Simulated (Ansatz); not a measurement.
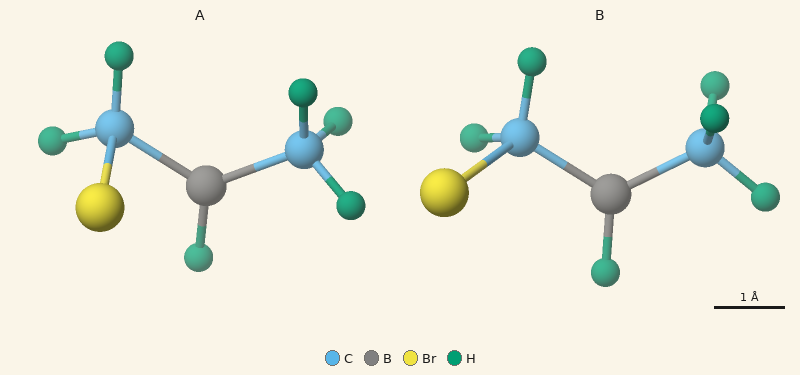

Two geometries of C$_{2}$H$_{6}$BBr (coarse preliminary run), drawn at one scale. One is the start of a relaxation, the other its converged end. Style: ball-and-stick. Shown face on.

All numbers below come from RKS PBE-D4/def2-SVP (Ansatz 0.2.0). Set-up: force threshold 0.03 eV/Å; at most 200 steps.

> Which one is relaxed?

Structure A is the relaxed one. The start comes from a force field. After 14 accepted moves (16 points after the start) the energy has fallen by 35.5 kJ/mol. Largest force component: 2 eV/Å at the start, 0.0063 eV/Å at the end. The line search rejected the trial steps at points 10, 14 of the run. The largest move after the best rigid fit is that of the Br atom, 0.83 Å. By element the largest moves are Br 0.83 Å, H 0.73 Å, B 0.20 Å, C 0.19 Å. Some distances before and after: B–Br 2.960 → 2.449 Å, B–H 1.160 → 1.219 Å, B–C 1.522 → 1.571 Å, C–H 1.156 → 1.116 Å. Among the angles between lasting bonds that change: B–C–Br 110.6° → 85.6°, B–C–H 111.4° → 120.3°, H–C–H 106.0° → 112.3°. Groups turn about B–C by about 45°.
